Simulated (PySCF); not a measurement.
```xyz
16

C    -0.4274    1.6184   -1.3859
C    -0.7917    0.6488   -0.5585
O     0.0122    0.0646    0.3936
C     1.3481    0.4382    0.4972
C     2.2392   -0.3906   -0.3745
O     1.6879    1.2803    1.2656
S    -2.3820   -0.0849   -0.5491
Si   -2.1126   -1.2783    1.2420
H    -1.1337    2.0069   -2.0926
H     0.5548    2.0565   -1.3572
H     3.2633   -0.0357   -0.3100
H     1.8864   -0.3549   -1.4037
H     2.1861   -1.4258   -0.0397
H    -1.1077   -2.2946    0.9605
H    -1.7837   -0.3866    2.3402
H    -3.4394   -1.8623    1.3722
```

Geometry: GFN2-xTB.

These are results of PySCF 2.14.0, BHandHLYP/pcSseg-1, SCF density, in a dichloromethane solvent model, non-relativistic, not measurements.

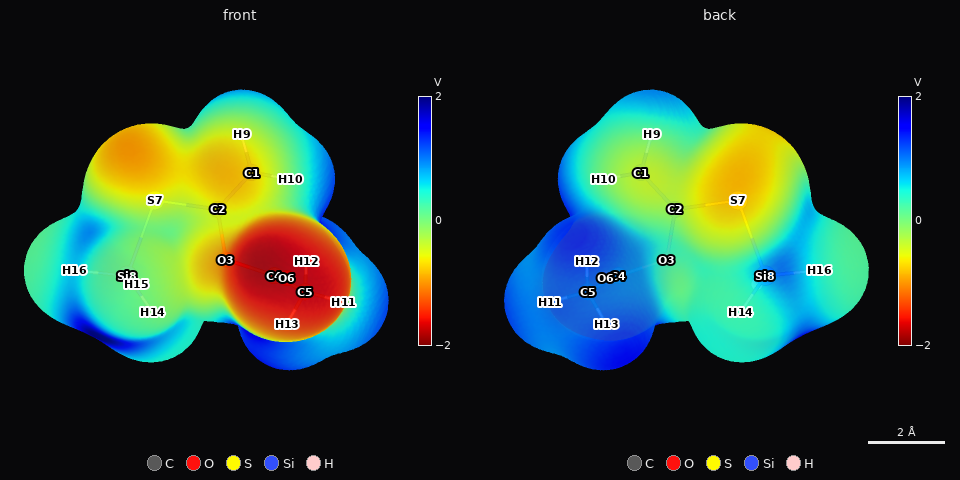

C$_{4}$H$_{8}$O$_{2}$SSi. The molecular electrostatic potential painted on the density surface at 0.002 e/bohr³, seen from the front and from behind; red is negative and blue positive.

> Which sites attract a positive test charge, and which a negative one?

A positive charge is drawn to the negative regions and a negative charge to the positive ones. The most negative region (about −1.8 V) lies over O6, the most positive (about +1.8 V) over Si8. O6 is the likeliest acceptor of a hydrogen bond.

> What dipole moment does the calculation give?

Its dipole moment is 3.27 D.
